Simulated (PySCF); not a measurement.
Potential energy curve for LiH, singlet.

Levels: RHF/cc-pVDZ (PySCF); RKS-B3LYP = restricted B3LYP/cc-pVDZ in PySCF; RKS-PBE = restricted PBE/cc-pVDZ in PySCF.

Magnitude of the dipole moment (D; its direction can reverse along the curve, and a method can change to another solution) and Mulliken charge of the fragment that holds Li1:

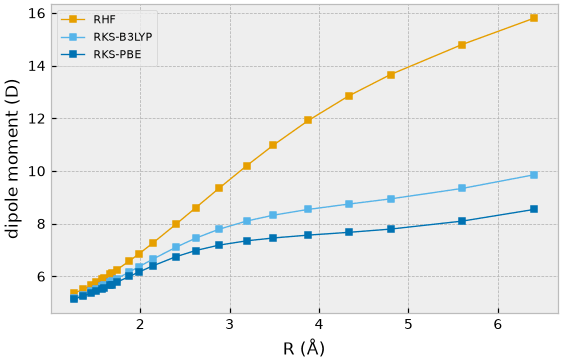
Figure: Dipole moment against bond length.

```csv
R / Å,μ RHF,q RHF,μ RKS-B3LYP,q RKS-B3LYP,μ RKS-PBE,q RKS-PBE
1.26,5.35,-0.04,5.18,-0.04,5.13,-0.06
1.36,5.51,0.01,5.31,0.00,5.25,-0.03
1.45,5.66,0.05,5.44,0.02,5.36,0.00
1.51,5.77,0.08,5.53,0.04,5.44,0.01
1.57,5.89,0.10,5.62,0.06,5.53,0.03
1.60,5.95,0.12,5.67,0.07,5.57,0.04
1.66,6.07,0.14,5.78,0.09,5.66,0.06
1.68,6.12,0.15,5.81,0.10,5.69,0.07
1.74,6.25,0.17,5.91,0.12,5.78,0.09
1.88,6.59,0.21,6.17,0.16,6.00,0.13
1.99,6.86,0.24,6.37,0.18,6.17,0.15
2.14,7.26,0.27,6.65,0.21,6.40,0.18
2.40,7.98,0.30,7.11,0.24,6.74,0.21
2.62,8.60,0.32,7.45,0.25,6.98,0.23
2.88,9.34,0.34,7.79,0.27,7.18,0.24
3.19,10.20,0.35,8.10,0.28,7.35,0.25
3.49,10.98,0.37,8.32,0.28,7.46,0.25
3.88,11.92,0.38,8.54,0.29,7.56,0.26
4.33,12.85,0.40,8.74,0.29,7.67,0.26
4.80,13.66,0.41,8.94,0.30,7.79,0.26
5.60,14.80,0.44,9.34,0.30,8.10,0.27
6.41,15.81,0.45,9.86,0.30,8.54,0.27
```

The restricted form behind RHF, RKS-B3LYP, RKS-PBE keeps the bonding electrons paired and can't separate into open-shell fragments. At the longest distance RKS-B3LYP, RKS-PBE leaves fractional charges on the fragments, a sign of delocalisation error or of the restricted form.
